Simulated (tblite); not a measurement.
# C3H10Ge2Si: the cost of one run

Programs: tblite 0.8.0 and PySCF 2.14.0, with density-fitted response routines of our own. Each step states its level of theory. These are calculated values for one molecule in the gas phase, unless marked as measured. Atoms count from 0, in the outputs and in this text.

### 1 Starting geometry

16 atoms, charge 0, multiplicity 1; geometry from: force field or distance geometry start.

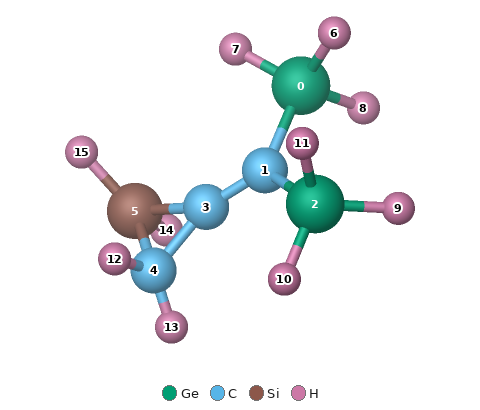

The starting geometry (germanium teal, carbon blue, silicon brown, hydrogen pink), atoms numbered; sticks join atoms by distance.

### 2 Optimising the geometry with GFN2-xTB

The job: settings as JSON, then the geometry in Å.

```
{"job": {"kind": "relax", "xc": "GFN2-xTB", "basis": "xTB"}, "charge": 0, "multiplicity": 1}
Ge    -1.238500     1.772800     0.436300
C     -0.575400     0.054100    -0.059700
Ge    -1.809900    -1.298900    -0.655500
C      0.725000    -0.227100     0.014300
C      1.838500    -1.225000    -0.154900
Si     2.388000     0.435200     0.458700
H     -2.462800     2.080500    -0.446500
H     -0.125200     2.795500     0.182700
H     -1.708500     1.768200     1.930700
H     -2.938800    -1.328100     0.427000
H     -1.089900    -2.652100    -0.782400
H     -2.364900    -0.804100    -2.032100
H      2.055500    -1.362200    -1.248500
H      1.909200    -2.108300     0.471000
H      2.513000     0.678200     1.912300
H      2.877100     1.430300    -0.464800
```

Started as:

```
$ OMP_NUM_THREADS=1 python probes_run.py task.json out
```

The driver reads the jobs from task.json and runs them one after another.

Q: Estimate the wall time and peak memory of this first job on 1 thread of Arm Neoverse N1, shared host.

About 1.2 s, with a peak of 0.18 GiB.
